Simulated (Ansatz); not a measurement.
# H₂S + Si₂H₅ radical: a complex and its separated parts, part 2 of 2

Ansatz 0.2.0, Gaussian basis.

**13. CAM-B3LYP-D4/def2-TZVPP**

The inputs:

parta/in.yaml

```yaml
crystal:
  periodic: [false, false, false]
  atoms:
    - {symbol: H, position_ang: [-1.152830, -1.028201, -1.488002]}
    - {symbol: S, position_ang: [-1.664096, -2.178608, -1.025134]}
    - {symbol: H, position_ang: [-2.580477, -1.536430, -0.285523]}
basis:
  gaussian: {orbitals: def2-TZVPP}
hamiltonian: {xc: {name: CAM-B3LYP}, dispersion: d4}
```

partb/in.yaml

```yaml
crystal:
  periodic: [false, false, false]
  atoms:
    - {symbol: Si, position_ang: [0.473136, 1.253470, -0.820304]}
    - {symbol: Si, position_ang: [0.820839, 0.075145, 1.152949]}
    - {symbol: H, position_ang: [-0.256514, 2.539485, -0.648927]}
    - {symbol: H, position_ang: [1.699484, 1.470479, -1.635459]}
    - {symbol: H, position_ang: [1.702981, 0.802088, 2.108648]}
    - {symbol: H, position_ang: [-0.491409, -0.163906, 1.809589]}
    - {symbol: H, position_ang: [1.448785, -1.233626, 0.832166]}
basis:
  gaussian: {orbitals: def2-TZVPP}
magnetization: {spin_polarized: true, initial_magnetization: 1}
hamiltonian: {xc: {name: CAM-B3LYP}, dispersion: d4}
```

The same command starts each run, in its folder.

The run is started by

```bash
$ ansatz run in.yaml --threads 4 --pin off --events-out ev --progress --plain --max-ram 9574MiB
```

Output in parta, cut to the lines that bear on the results:

```text
Functional definition: CAM-B3LYP
  name "CAM-B3LYP"
  cite "Yanai, Tew & Handy, Chem. Phys. Lett. 393, 51 (2004) doi:10.1016/j.cplett.2004.06.011"
  cite "Iikura, Tsuneda, Yanai & Hirao, J. Chem. Phys. 115, 3540 (2001) doi:10.1063/1.1383587"
  cite "Becke, Phys. Rev. A 38, 3098 (1988) doi:10.1103/PhysRevA.38.3098"
  cite "Lee, Yang & Parr, Phys. Rev. B 37, 785 (1988) doi:10.1103/PhysRevB.37.785"
[...]
  # Exact exchange under (alpha + beta erf(omega r))/r, Becke's under what is left of 1/r.
[...]
414 factors; their error is unknown
87 factors; integrals over basis functions are off by at most 9.9e-5 eV
[...]
mean field -10868.61808621 eV, -399.4143476541 hartree, gradient 1.9e-5 eV, S^2 0.000000; 0 other end points of the search recorded, 0 dependent functions left out
reference -10868.61816329 eV, -399.4143504869 hartree; 9, 9 occupied and 61, 61 virtual orbitals, 414 factors
Total energy: -10868.63011867 eV, -399.4147898389 hartree
```

Log of partb, cut to the lines that bear on the results:

```text
[... 6 set-up lines as earlier in the session ...]
[...]
  # Exact exchange under (alpha + beta erf(omega r))/r, Becke's under what is left of 1/r.
[...]
877 factors; their error is unknown
231 factors; integrals over basis functions are off by at most 1.3e-5 eV
[...]
mean field -15835.72697154 eV, -581.9522323627 hartree, gradient 3.6e-5 eV, S^2 0.753458; 0 other end points of the search recorded, 0 dependent functions left out
reference -15835.72709615 eV, -581.9522369421 hartree; 17, 16 occupied and 137, 138 virtual orbitals, 877 factors
Total energy: -15835.83347271 eV, -581.9561462088 hartree
```

Times: 0.3 s (parta), 1.7 s (partb) on 4 threads of Arm Neoverse V1, shared host.

**14. wB97X-V/def2-TZVPP**

Each input of step 13 (parta, partb) changes in the same lines:

```diff
-hamiltonian: {xc: {name: CAM-B3LYP}, dispersion: d4}
+hamiltonian: {xc: {name: wB97X-V}}
```

Each run has its own folder and the same command.

The run is started by

```bash
$ ansatz run in.yaml --threads 4 --pin off --events-out ev --progress --plain --max-ram 9574MiB
```

Log of parta, cut to the lines that bear on the results:

```text
Functional definition: wB97X-V
  name "wB97X-V"
  cite "Mardirossian & Head-Gordon, Phys. Chem. Chem. Phys. 16, 9904 (2014) doi:10.1039/C3CP54374A"
[... 2 set-up lines as earlier in the session ...]
[...]
      + integral(e_c_pw_opposite_spin*poly(b97_u_opposite, cos0, cos1)) + vv10(b, c)
409 factors; their error is unknown
87 factors; integrals over basis functions are off by at most 4.4e-5 eV
[...]
mean field -10866.66388942 eV, -399.3425322469 hartree, gradient 7.7e-5 eV, S^2 0.000000; 0 other end points of the search recorded, 0 dependent functions left out
reference -10866.66388826 eV, -399.3425322041 hartree; 9, 9 occupied and 61, 61 virtual orbitals, 409 factors
Total energy: -10866.66388826 eV, -399.3425322041 hartree
```

partb printed, cut to the lines that bear on the results:

```text
[... 5 set-up lines as earlier in the session ...]
[...]
      + integral(e_c_pw_opposite_spin*poly(b97_u_opposite, cos0, cos1)) + vv10(b, c)
877 factors; their error is unknown
209 factors; integrals over basis functions are off by at most 1.1e-5 eV
[...]
mean field -15832.94516625 eV, -581.8500029039 hartree, gradient 1.9e-5 eV, S^2 0.752956; 0 other end points of the search recorded, 0 dependent functions left out
reference -15832.94516479 eV, -581.8500028502 hartree; 17, 16 occupied and 137, 138 virtual orbitals, 877 factors
Total energy: -15832.94516479 eV, -581.8500028502 hartree
```

Wall times: 0.55 s (parta), 4.5 s (partb) on 4 threads of Arm Neoverse V1, shared host.

**15. wB97M-V/def2-TZVPP**

The same edit goes into each in.yaml of step 14 (parta, partb):

```diff
-hamiltonian: {xc: {name: wB97X-V}}
+hamiltonian: {xc: {name: wB97M-V}}
```

The same command starts each run, in its folder.

The run is started by

```bash
$ ansatz run in.yaml --threads 4 --pin off --events-out ev --progress --plain --max-ram 9574MiB
```

Output in parta, cut to the lines that bear on the results:

```text
Functional definition: wB97M-V
  name "wB97M-V"
  cite "Mardirossian & Head-Gordon, J. Chem. Phys. 144, 214110 (2016) doi:10.1063/1.4952647"
[... 2 set-up lines as earlier in the session ...]
  # Of w^i u^j: cxij and so on, Table III.
[...]
  gx(w, u) = 1 - cx + cx01*u + cx10*w
[...]
      + integral(e_c_pw_mod_opposite_spin*gos(b97_w_opposite, b97_u_opposite)) + vv10(b, c)
409 factors; their error is unknown
87 factors; integrals over basis functions are off by at most 4.4e-5 eV
[...]
mean field -10867.51057735 eV, -399.3736474543 hartree, gradient 7.8e-6 eV, S^2 0.000000; 0 other end points of the search recorded, 0 dependent functions left out
reference -10867.51060552 eV, -399.3736484896 hartree; 9, 9 occupied and 61, 61 virtual orbitals, 409 factors
Total energy: -10867.51060552 eV, -399.3736484896 hartree
```

Output in partb, cut to the lines that bear on the results:

```text
[... 5 set-up lines as earlier in the session ...]
  # Of w^i u^j: cxij and so on, Table III.
[...]
  gx(w, u) = 1 - cx + cx01*u + cx10*w
[...]
      + integral(e_c_pw_mod_opposite_spin*gos(b97_w_opposite, b97_u_opposite)) + vv10(b, c)
877 factors; their error is unknown
209 factors; integrals over basis functions are off by at most 1.1e-5 eV
[...]
mean field -15833.72205410 eV, -581.8785530061 hartree, gradient 1.5e-5 eV, S^2 0.751949; 0 other end points of the search recorded, 0 dependent functions left out
reference -15833.72210480 eV, -581.8785548692 hartree; 17, 16 occupied and 137, 138 virtual orbitals, 877 factors
Total energy: -15833.72210480 eV, -581.8785548692 hartree
```

They took 0.65 s (parta), 5.5 s (partb) on 4 threads of Arm Neoverse V1, shared host.

**16. B2PLYP/def2-TZVPP**

The same edit goes into each in.yaml of step 15 (parta, partb):

```diff
-hamiltonian: {xc: {name: wB97M-V}}
+hamiltonian: {xc: {name: B2PLYP}}
```

The same command starts each run, in its folder.

The run is started by

```bash
$ ansatz run in.yaml --threads 4 --pin off --events-out ev --progress --plain --max-ram 9574MiB
```

parta printed, cut to the lines that bear on the results:

```text
Functional definition: B2PLYP
  name "B2PLYP"
  cite "Grimme, J. Chem. Phys. 124, 034108 (2006) doi:10.1063/1.2148954"
[... 2 set-up lines as earlier in the session ...]
[...]
386 factors; integrals over basis functions are off by at most 8.6e-4 eV
[...]
mean field -10863.10107120 eV, -399.2116010921 hartree, gradient 3.8e-6 eV, S^2 0.000000; 0 other end points of the search recorded, 0 dependent functions left out
5 core orbitals not correlated: weight in the atoms' cores, before any rotation towards them, 1.000 or more for the frozen orbitals, at most 0.000 for the correlated occupied ones
reference -10863.10117109 eV, -399.2116047632 hartree; 4, 4 occupied and 61, 61 virtual orbitals, 386 factors
second order -6.35684957 eV of doubles, -0.00000000 eV of singles
Total energy: -10864.81752048 eV, -399.2746794397 hartree
```

Log of partb, cut to the lines that bear on the results:

```text
[... 5 set-up lines as earlier in the session ...]
[...]
859 factors; integrals over basis functions are off by at most 1.0e-3 eV
[...]
mean field -15826.52654383 eV, -581.6141228808 hartree, gradient 1.3e-6 eV, S^2 0.755119; 0 other end points of the search recorded, 0 dependent functions left out
10 core orbitals not correlated: weight in the atoms' cores, before any rotation towards them, 1.000 or more for the frozen orbitals, at most 0.000 for the correlated occupied ones
reference -15826.52670597 eV, -581.6141288393 hartree; 7, 6 occupied and 137, 138 virtual orbitals, 859 factors
second order -8.09093124 eV of doubles, -0.00000000 eV of singles
Total energy: -15828.71125741 eV, -581.6944096238 hartree
```

Wall times: 0.3 s (parta), 2.1 s (partb) on 4 threads of Arm Neoverse V1, shared host.

**17. PBE-QIDH/def2-TZVPP**

The same edit goes into each in.yaml of step 16 (parta, partb):

```diff
-hamiltonian: {xc: {name: B2PLYP}}
+hamiltonian: {xc: {name: PBE-QIDH}}
```

Each run has its own folder and the same command.

The run is started by

```bash
$ ansatz run in.yaml --threads 4 --pin off --events-out ev --progress --plain --max-ram 9574MiB
```

Log of parta, cut to the lines that bear on the results:

```text
Functional definition: PBE-QIDH
  name "PBE-QIDH"
  cite "Brémond, Sancho-García, Pérez-Jiménez & Adamo, J. Chem. Phys. 141, 031101 (2014) doi:10.1063/1.4890314"
[... 1 set-up line as earlier in the session ...]
[...]
386 factors; integrals over basis functions are off by at most 8.6e-4 eV
[...]
mean field -10860.20504246 eV, -399.1051739990 hartree, gradient 1.1e-6 eV, S^2 0.000000; 0 other end points of the search recorded, 0 dependent functions left out
5 core orbitals not correlated: weight in the atoms' cores, before any rotation towards them, 1.000 or more for the frozen orbitals, at most 0.000 for the correlated occupied ones
reference -10860.20504924 eV, -399.1051742483 hartree; 4, 4 occupied and 61, 61 virtual orbitals, 386 factors
second order -5.89915761 eV of doubles, -0.00000000 eV of singles
Total energy: -10862.17143511 eV, -399.1774375961 hartree
```

Output in partb, cut to the lines that bear on the results:

```text
[... 4 set-up lines as earlier in the session ...]
[...]
859 factors; integrals over basis functions are off by at most 1.0e-3 eV
[...]
mean field -15821.54974068 eV, -581.4312287384 hartree, gradient 4.9e-6 eV, S^2 0.757008; 0 other end points of the search recorded, 0 dependent functions left out
10 core orbitals not correlated: weight in the atoms' cores, before any rotation towards them, 1.000 or more for the frozen orbitals, at most 0.000 for the correlated occupied ones
reference -15821.54975388 eV, -581.4312292233 hartree; 7, 6 occupied and 137, 138 virtual orbitals, 859 factors
second order -7.48024663 eV of doubles, -0.00000000 eV of singles
Total energy: -15824.04316942 eV, -581.5228605545 hartree
```

Wall times: 0.3 s (parta), 1.8 s (partb) on 4 threads of Arm Neoverse V1, shared host.

**18. RPA on PBE/def2-TZVPP**

The same edit goes into each in.yaml of step 17 (parta, partb):

```diff
-hamiltonian: {xc: {name: PBE-QIDH}}
+hamiltonian: {xc: pbe}
+correlation: {method: rpa}
```

The same command starts each run, in its folder.

The run is started by

```bash
$ ansatz run in.yaml --threads 4 --pin off --events-out ev --progress --plain --max-ram 9574MiB
```

Output in parta, cut to the lines that bear on the results:

```text
[... 4 set-up lines as earlier in the session ...]
[...]
386 factors; integrals over basis functions are off by at most 8.6e-4 eV
[...]
mean field -10863.54267201 eV, -399.2278296228 hartree, gradient 1.8e-6 eV, S^2 0.000000; 0 other end points of the search recorded, 0 dependent functions left out
5 core orbitals not correlated: weight in the atoms' cores, before any rotation towards them, 1.000 or more for the frozen orbitals, at most 0.000 for the correlated occupied ones
reference -10849.04797771 eV, -398.6951594321 hartree; 4, 4 occupied and 61, 61 virtual orbitals, 386 factors
Total energy: -10858.41209249 eV, -399.0392843028 hartree
```

Log of partb, cut to the lines that bear on the results:

```text
[... 4 set-up lines as earlier in the session ...]
[...]
859 factors; integrals over basis functions are off by at most 1.0e-3 eV
[...]
mean field -15827.06516453 eV, -581.6339168264 hartree, gradient 4.2e-6 eV, S^2 0.753775; 0 other end points of the search recorded, 0 dependent functions left out
10 core orbitals not correlated: weight in the atoms' cores, before any rotation towards them, 1.000 or more for the frozen orbitals, at most 0.000 for the correlated occupied ones
reference -15802.03833910 eV, -580.7141979556 hartree; 7, 6 occupied and 137, 138 virtual orbitals, 859 factors
Total energy: -15815.98025447 eV, -581.2265538954 hartree
```

Times: 0.3 s (parta), 1.6 s (partb) on 4 threads of Arm Neoverse V1, shared host.

**19. CCSD(T)/def2-TZVPP**

parta/in.yaml: that of step 18 with these lines changed.

```diff
@@ -8,3 +8,2 @@
   gaussian: {orbitals: def2-TZVPP}
-hamiltonian: {xc: pbe}
-correlation: {method: rpa}
+correlation: {method: ccsd_t}
```

partb/in.yaml: that of step 18 with these lines changed.

```diff
@@ -13,3 +13,3 @@
 magnetization: {spin_polarized: true, initial_magnetization: 1}
-hamiltonian: {xc: pbe}
-correlation: {method: rpa}
+correlation: {method: ccsd_t}
+scf: {omitted_lower_state_checks: [cluster_reference]}
```

Each run has its own folder and the same command.

The run is started by

```bash
$ ansatz run in.yaml --threads 4 --pin off --events-out ev --progress --plain --max-ram 9574MiB
```

parta printed, cut to the lines that bear on the results:

```text
Functional definition: HF
  name "HF"
  cite "Fock, Z. Phys. 61, 126 (1930) doi:10.1007/BF01340294"
[... 1 set-up line as earlier in the session ...]
[...]
386 factors; integrals over basis functions are off by at most 8.6e-4 eV
[...]
mean field -10849.38778410 eV, -398.7076470864 hartree, gradient 1.3e-6 eV, S^2 0.000000; 0 other end points of the search recorded, 0 dependent functions left out
5 core orbitals not correlated: weight in the atoms' cores, before any rotation towards them, 1.000 or more for the frozen orbitals, at most 0.000 for the correlated occupied ones
reference -10849.38778410 eV, -398.7076470864 hartree; 4, 4 occupied and 61, 61 virtual orbitals, 386 factors
second order -5.20095439 eV of doubles, -0.00000000 eV of singles
cycle   1  -5.68441407 eV  change   -4.8e-1 eV  update   4.9e-2
[...]
cycle   8  -5.86291924 eV  change    3.3e-6 eV  update   5.9e-6
perturbative correction -0.21792863 eV, -0.0080087294 hartree
Total energy: -10855.46863197 eV, -398.9311141239 hartree
```

Log of partb, cut to the lines that bear on the results:

```text
[... 4 set-up lines as earlier in the session ...]
[...]
859 factors; integrals over basis functions are off by at most 1.0e-3 eV
[...]
mean field -15802.97429012 eV, -580.7485935211 hartree, gradient 1.1e-6 eV, S^2 0.759741; 0 other end points of the search recorded, 0 dependent functions left out
[...]
reference -15802.97429012 eV, -580.7485935211 hartree; 7, 6 occupied and 137, 138 virtual orbitals, 859 factors
second order -6.49797091 eV of doubles, -0.00000000 eV of singles
cycle   1  -7.41743499 eV  change   -9.2e-1 eV  update   7.5e-2
[...]
cycle  11  -7.77730551 eV  change   -4.0e-6 eV  update   8.5e-6
perturbative correction -0.24701523 eV, -0.0090776422 hartree
Total energy: -15810.99861085 eV, -581.0434818691 hartree
Checks for a lower state left out: cluster_reference
```

Wall times: 0.3 s (parta), 16 s (partb) on 4 threads of Arm Neoverse V1, shared host; peak memory 2.1 GiB.

**20. Vibrations of H₂S**

Contents of vib-parta/in.yaml:

```yaml
crystal:
  periodic: [false, false, false]
  atoms:
    - {symbol: H, position_ang: [-1.152830, -1.028201, -1.488002]}
    - {symbol: S, position_ang: [-1.664096, -2.178608, -1.025134]}
    - {symbol: H, position_ang: [-2.580477, -1.536430, -0.285523]}
basis:
  gaussian: {orbitals: def2-TZVP}
hamiltonian: {xc: pbe0, dispersion: d4}
phonons: {temperatures: {t_min: 298.15, t_max: 900, t_step: 200}}
```

The run is started by

```bash
$ ansatz run in.yaml --threads 4 --pin off --events-out ev --progress --plain --max-ram 9574MiB
```

Output, cut to the lines that bear on the results:

```text
[... 5 set-up lines as earlier in the session ...]
[...]
359 factors; their error is unknown
[...]
mean field -10864.45046271 eV, -399.2611903154 hartree, gradient 4.8e-5 eV, S^2 0.000000; 0 other end points of the search recorded, 0 dependent functions left out
[...]
Total energy: -10864.46265885 eV, -399.2616385155 hartree
Atom 0 at    -1.152830    -1.028201    -1.488002 Å, force     0.001491     0.000930    -0.001269 eV/Å
Atom 1 at    -1.664096    -2.178608    -1.025134 Å, force    -0.000486    -0.000281     0.000413 eV/Å
Atom 2 at    -2.580477    -1.536430    -0.285523 Å, force    -0.001005    -0.000649     0.000856 eV/Å
Dipole moment:    -0.052753     0.233439     0.036036 e Å
Vibrations: 1209.04 2724.69 2739.94 cm⁻¹, zero-point energy 0.413714 eV
```

It took 1.4 s on 4 threads of Arm Neoverse V1, shared host.

Wavenumbers and character of the modes:

```tsv
mode	wavenumber (cm⁻¹)	character
1	1209	bend
2	2725	S–H stretch
3	2740	S–H stretch
```

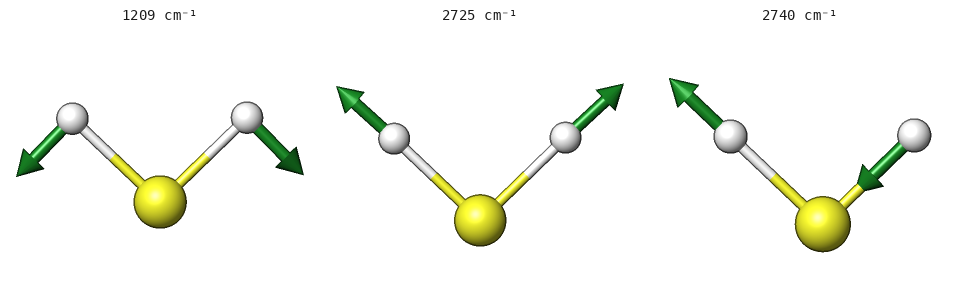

How the atoms move in 3 of the modes.

Vibrational sums (real modes only):

```tsv
T (K)	entropy (J/mol/K)	heat capacity (J/mol/K)
298	0.2	0.8
498	1.2	3.7
698	3.0	7.0
898	5.1	10.2
```

**21. Vibrations of Si₂H₅ radical**

Contents of vib-partb/in.yaml:

```yaml
crystal:
  periodic: [false, false, false]
  atoms:
    - {symbol: Si, position_ang: [0.473136, 1.253470, -0.820304]}
    - {symbol: Si, position_ang: [0.820839, 0.075145, 1.152949]}
    - {symbol: H, position_ang: [-0.256514, 2.539485, -0.648927]}
    - {symbol: H, position_ang: [1.699484, 1.470479, -1.635459]}
    - {symbol: H, position_ang: [1.702981, 0.802088, 2.108648]}
    - {symbol: H, position_ang: [-0.491409, -0.163906, 1.809589]}
    - {symbol: H, position_ang: [1.448785, -1.233626, 0.832166]}
basis:
  gaussian: {orbitals: def2-TZVP}
magnetization: {spin_polarized: true, initial_magnetization: 1}
hamiltonian: {xc: pbe0, dispersion: d4}
phonons: {temperatures: {t_min: 298.15, t_max: 900, t_step: 200}}
```

The run is started by

```bash
$ ansatz run in.yaml --threads 4 --pin off --events-out ev --progress --plain --max-ram 9574MiB
```

Output, cut to the lines that bear on the results:

```text
[... 5 set-up lines as earlier in the session ...]
[...]
756 factors; their error is unknown
[...]
mean field -15828.75086825 eV, -581.6958652955 hartree, gradient 1.8e-5 eV, S^2 0.754581; 0 other end points of the search recorded, 0 dependent functions left out
[...]
Atom 4 at     1.702981     0.802088     2.108648 Å, force    -0.000204    -0.000616    -0.000557 eV/Å
Atom 5 at    -0.491409    -0.163906     1.809589 Å, force    -0.000031    -0.000662     0.000411 eV/Å
Atom 6 at     1.448785    -1.233626     0.832166 Å, force     0.000561    -0.000716    -0.000779 eV/Å
Dipole moment:     0.002743    -0.003590     0.008276 e Å
Vibrations: 129.42 374.94 389.46 437.20 577.95 627.35 859.34 922.56 934.56 937.87 2199.08 2204.99 2223.10 2224.59 2234.70 cm⁻¹, zero-point energy 1.071044 eV
```

It took 28 s on 4 threads of Arm Neoverse V1, shared host.

Wavenumbers and character of the modes:

```tsv
mode	wavenumber (cm⁻¹)	character
1	129	torsion
2	375	bend
3	389	bend with torsion
4	437	Si–Si stretch
5	578	bend with torsion
6	627	bend
7	859	bend
8	923	bend
9	935	bend with wag or twist
10	938	bend with wag or twist
11	2199	Si–H stretch
12	2205	Si–H stretch
13	2223	Si–H stretch
14	2225	Si–H stretch
15	2235	Si–H stretch
```

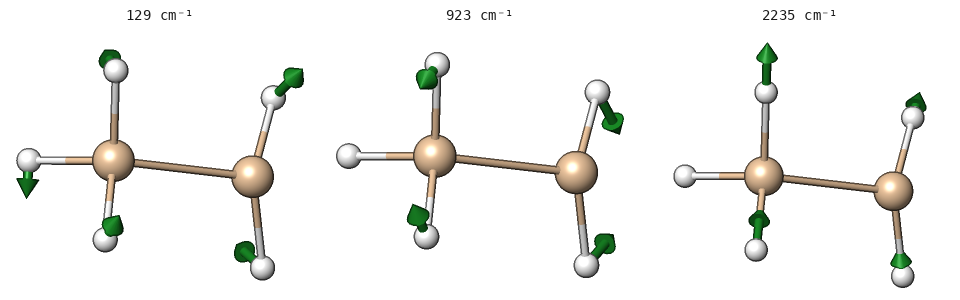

Displacements of 3 modes, as arrows.

Vibrational sums (real modes only):

```tsv
T (K)	entropy (J/mol/K)	heat capacity (J/mol/K)
298	30.5	43.3
498	58.4	65.6
698	83.1	80.6
898	104.8	91.6
```

**22. Complex less separated parts**

The complex's own energies come from single points at the same levels.

Rows are in def2-TZVPP; times add the 3 runs of a level on a shared host, so small differences are noise.

Differences are taken before rounding.

```tsv
method	rung	complex less parts (kJ/mol)	from CCSD(T) (kJ/mol)	time
SPW92	LDA	-16.9	-12.8	2.2 s
PBE-D4	GGA	-11.8	-7.7	3.8 s
BLYP-D4	GGA	-10.3	-6.2	3.9 s
r2SCAN-D4	meta-GGA	-7.9	-3.7	8.5 s
B97M-V	meta-GGA	-7.3	-3.2	15 s
PBE0-D4	hybrid	-9.5	-5.4	6.4 s
B3LYP-D4	hybrid	-9.3	-5.1	5.5 s
r2SCAN0-D4	hybrid	-7.4	-3.3	9.8 s
BHLYP-D4	hybrid	-7.9	-3.8	6.1 s
CAM-B3LYP-D4	range-separated hybrid	-7.5	-3.3	6.8 s
wB97X-V	range-separated hybrid	-6.2	-2.1	16 s
wB97M-V	range-separated hybrid	-5.9	-1.8	18 s
B2PLYP	double hybrid	-1.3	+2.8	8.4 s
PBE-QIDH	double hybrid	-3.8	+0.4	7.1 s
RPA on PBE	RPA	-0.8	+3.3	6.6 s
Hartree-Fock	wavefunction	8.5	+12.6	
MP2	wavefunction	-4.8	-0.7	
CCSD	wavefunction	-2.2	+1.9	
CCSD(T)	wavefunction	-4.1	0	2.9 min
```

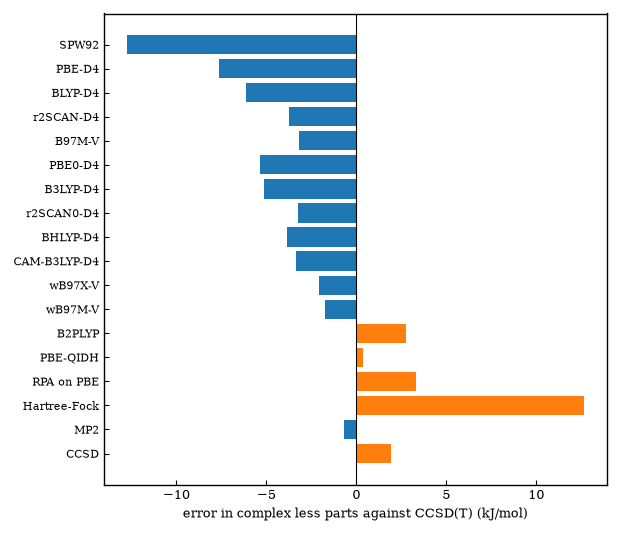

How far each level lands from CCSD(T).

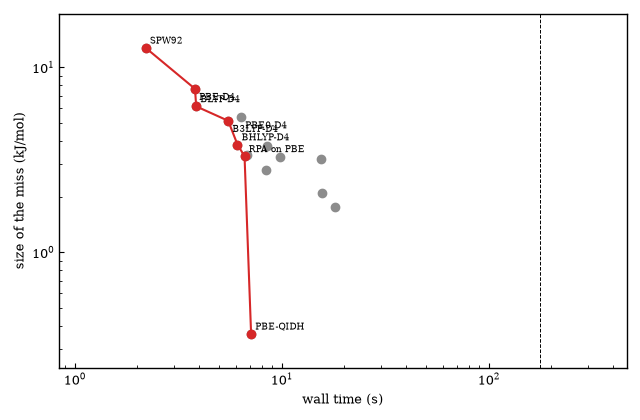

Miss against cost. Red marks the levels that no quicker level drawn beats (of those quicker than the yardstick), and the dashed line is the time of CCSD(T). Only those levels and the largest misses are named. Times are from a shared host.

PBE-QIDH reaches 0.4 kJ/mol from the reference in 7.1 s, where CCSD(T) took 2.9 min; the quickest level in the cost chart, SPW92, takes 2.2 s and misses by 12.8 kJ/mol.

The complex's zero-point energy, from a separate PBE0-D4 run, is 1.513 eV.

**23. Summary of results**

What follows sums up all 2 parts.

| quantity | value |
| --- | --- |
| complex less parts, CCSD(T)/def2-TZVPP | -4.1 kJ/mol |
| with zero-point energy | -1.4 kJ/mol |
| largest T1 diagnostic | 0.015 |

What this shows: At CCSD(T) the complex lies 4.1 kJ/mol below its parts. The functionals run from PBE-QIDH, off by +0.4 kJ/mol, to SPW92, off by -12.8 kJ/mol, against CCSD(T). By rung, the mean size of the error is: LDA 12.8, GGA 6.9, meta-GGA 3.5, hybrid 4.4, range-separated hybrid 2.4, double hybrid 1.6 kJ/mol. The double hybrids carry no dispersion term here, unlike the levels marked D4 or V. PBE-D4 gives a relative energy 7.7 kJ/mol too low, an error of 186 % of the reference. No counterpoise was applied, and triple zeta lacks some correlation, so the CCSD(T) reference has a basis error of its own, and close matches with it are partly luck.
